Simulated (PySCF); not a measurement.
SMILES COC[C](O)C, doublet at its GFN2-xTB optimised geometry (Å):

```
15

C     -0.3943     2.4958     0.6758
O      0.1640     1.2122     0.6010
C     -0.6935     0.2629     0.0000
C     -0.0059    -1.0644     0.0000
C     -0.6726    -2.2637    -0.5673
O      1.3671    -1.0644     0.0000
H      0.3538     3.1348     1.1409
H     -1.3066     2.4970     1.2846
H     -0.6370     2.8818    -0.3225
H     -0.9444     0.5988    -1.0322
H     -1.6474     0.1958     0.5506
H     -0.8296    -2.1778    -1.6504
H     -0.0489    -3.1348    -0.3870
H     -1.6466    -2.4130    -0.1035
H      1.6474    -0.1829     0.2827
```

Calculation: PySCF 2.14.0 with unrestricted B3LYP/def2-TZVP. Cells within 0.4 Å of a nucleus heavier than hydrogen are left out (blank, or x).

Map of the deformation density (molecule minus spherical neutral atoms) (e/bohr³) on the plane z = 0.0 Å:

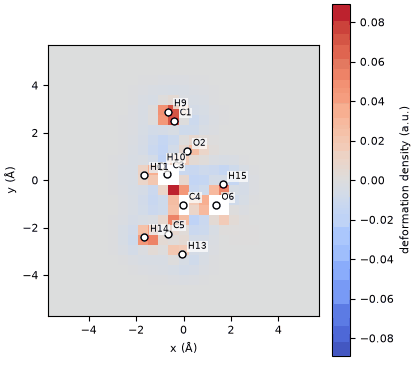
Fig. 1. Deformation density (molecule minus spherical neutral atoms) (e/bohr³) on the plane z = 0.0 Å.
